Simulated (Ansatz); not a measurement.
System: L1₂ (Cu3Au-type) Ni₃Al. Method: B3LYP (VWN-RPA form) (Ansatz, a first-principles code, PAW).

Run with plane-wave cutoff 460 eV, 8×8×8 k mesh, Fermi–Dirac smearing 0.05 eV, spin-polarised with parallel moments, scalar-relativistic PAW data made under PBE.

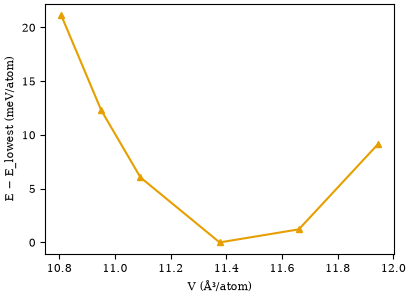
Total energy against volume

**Question.** From the curve, estimate the equilibrium volume and the bulk modulus.

**Answer.** V0 ≈ 11.5 Å³/atom and B0 ≈ 160 GPa; the fit gives V0 = 11.461 Å³/atom, B0 = 163 GPa, B′ = 5.3.

Measured, for comparison: bulk modulus 174 GPa (temperature not stated, no zero-point or thermal correction; as tabulated in Zarkevich et al. (2023), arXiv:2304.06869); equilibrium volume per atom 11.39 Å³/atom (temperature not stated, no zero-point or thermal correction; as tabulated in Tensorial elastic properties and stability of interface states associated with …). Computed (rounded) less measured: bulk modulus -6 %, equilibrium volume per atom +0.6 %.
